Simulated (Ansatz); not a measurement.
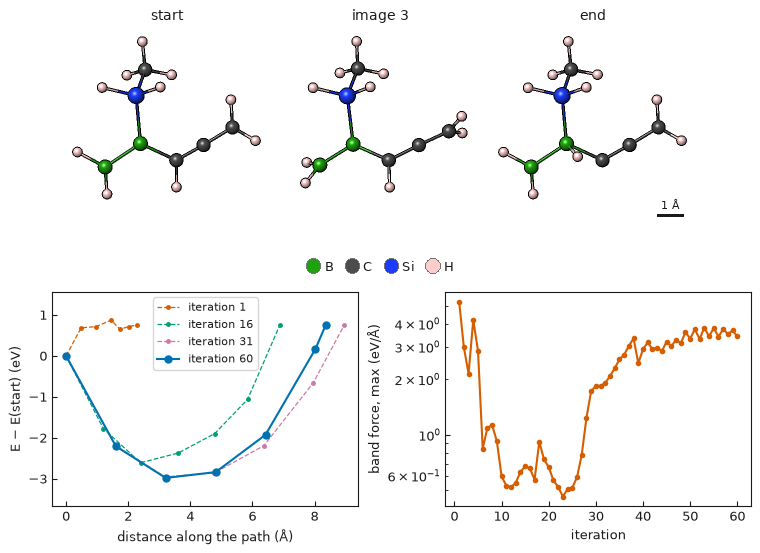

A nudged-elastic-band calculation for C$_{4}$H$_{10}$B$_{2}$Si. Images are numbered from 0 (start) to 6 (end). The plot follows the band through its iterations. Style: ball-and-stick. Shown face on.

Method: UKS PBE-D4/STO-3G (Ansatz 0.2.0). Settings: 5 movable images; climbing image; force threshold 0.03 eV/Å; iteration limit 60; starting path through a guess of the saddle point; end points as typed, not relaxed.

### Did the band converge, and can the barrier be trusted?

The result isn't final. The band hadn't converged when the run stopped after 60 iterations. The largest component of the band force went from 5.3 to 3.4 eV/Å. The end points weren't relaxed, so energies relative to them aren't barriers between minima. The first iteration put the highest image at 0.87 eV. Relative to the start the highest point is image 6 at +0.75 eV and the end lies at +0.75 eV, but the profile dips to −2.98 eV at image 2 on the way, so there may be an intermediate minimum, or an end is no minimum.

Limits of the set-up: STO-3G is a minimal basis, so the numbers are rough.

Cost: 15 min on 1 thread of Intel(R) Xeon(R) 6975P-C (Granite Rapids) (shared host), peak memory 0.16 GiB.
